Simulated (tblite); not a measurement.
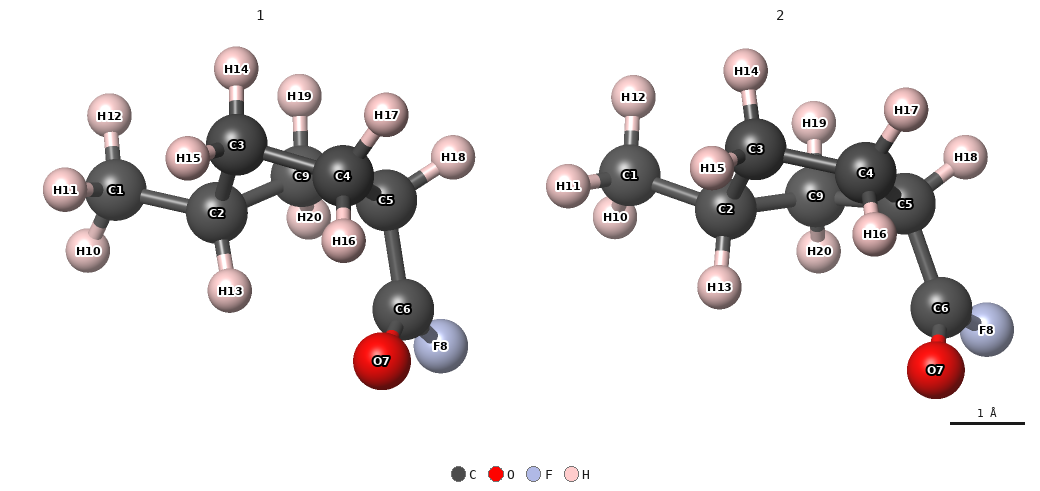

Two geometries of C₇H₁₁FO, drawn at one scale. One is the start of a relaxation, the other its converged end. The picture is a ball-and-stick view, seen from a free direction.

The calculation used tblite, GFN2-xTB geometry optimisation, gas phase. 

> Which of the two is the end point?

Structure 2 is the relaxed one. H10 moves most after the best rigid fit: 0.56 Å. Largest moves by element: H 0.56 Å, O 0.48 Å, F 0.42 Å, C 0.29 Å. Some distances before and after: C6–O7 1.223 → 1.179 Å, C1–H11 1.127 → 1.087 Å, C4–C5 1.504 → 1.540 Å, C4–H17 1.123 → 1.089 Å. Bond angles that change, for instance: C5–C6–O7 119.6° → 131.1°, H14–C3–H15 115.8° → 108.2°, C2–C3–C4 97.4° → 104.5°. Groups turn about C1–C2 by about 20°. Over 83 geometry steps the energy falls by 0.858 eV.
